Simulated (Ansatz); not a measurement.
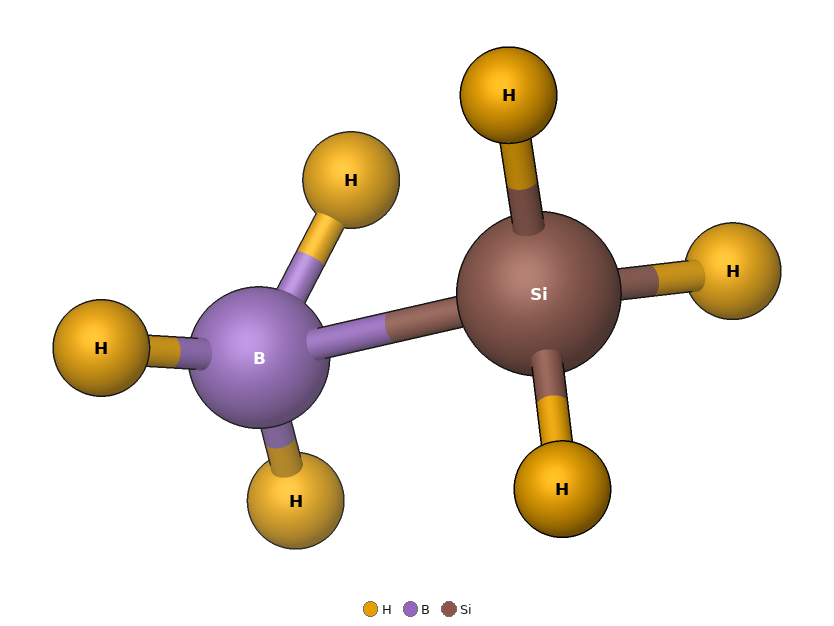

The picture shows the input geometry.

Input file:

```yaml
crystal:
  periodic: [false, false, false]
  atoms:
    - {symbol: H, position_ang: [0.165098, -1.773564, 0.801148]}
    - {symbol: B, position_ang: [-0.980593, 0.648614, -0.212289]}
    - {symbol: Si, position_ang: [0.712224, -0.529808, 0.181122]}
    - {symbol: H, position_ang: [-1.443072, 1.040476, 0.815202]}
    - {symbol: H, position_ang: [-1.611897, 0.160490, -1.099042]}
    - {symbol: H, position_ang: [1.618407, 0.157608, 1.129850]}
    - {symbol: H, position_ang: [0.114603, 1.152938, -0.540812]}
    - {symbol: H, position_ang: [1.425230, -0.856755, -1.075278]}
basis:
  gaussian: {orbitals: def2-TZVPP}
magnetization: {spin_polarized: true, initial_magnetization: 1}
hamiltonian: {xc: {name: B2PLYP}}
```

It was started with:

```sh
ansatz run in.yaml --threads 2 --pin off --events-out ev --progress --plain --max-ram 4352MiB
```

Result:

```
Functional definition: B2PLYP
  name "B2PLYP"
  cite "Grimme, J. Chem. Phys. 124, 034108 (2006) doi:10.1063/1.2148954"
  cite "Becke, Phys. Rev. A 38, 3098 (1988) doi:10.1103/PhysRevA.38.3098"
  cite "Lee, Yang & Parr, Phys. Rev. B 37, 785 (1988) doi:10.1103/PhysRevB.37.785"
  parameter a = 0.53
  parameter c = 0.27
  exchange = (1 - a)*b88_x + a*exact_x
  correlation = (1 - c)*lyp_c + c*(mp2_os + mp2_ss)
876 factors; integrals over basis functions are off by at most 8.3e-4 eV
mean field evaluation 1: about -8641.9286 eV, gradient 1.3e1 eV
mean field evaluation 2: about -8641.9967 eV, gradient 1.3e1 eV
mean field evaluation 4: about -8643.2217 eV, gradient 9.7e-1 eV
mean field evaluation 8: about -8643.2340 eV, gradient 2.8e-2 eV
mean field evaluation 16: about -8643.2341 eV, gradient 9.1e-5 eV
mean field -8643.23407331 eV, -317.6329935998 hartree, gradient 3.5e-6 eV, S^2 0.756100; 0 other end points of the search recorded, 0 dependent functions left out
6 core orbitals not correlated: weight in the atoms' cores, before any rotation towards them, 1.000 or more for the frozen orbitals, at most 0.000 for the correlated occupied ones
reference -8643.23423669 eV, -317.6329996037 hartree; 7, 6 occupied and 144, 145 virtual orbitals, 876 factors
second order -8.50825635 eV of doubles, -0.00000000 eV of singles
Total energy: -8645.53146590 eV, -317.7174212202 hartree
```
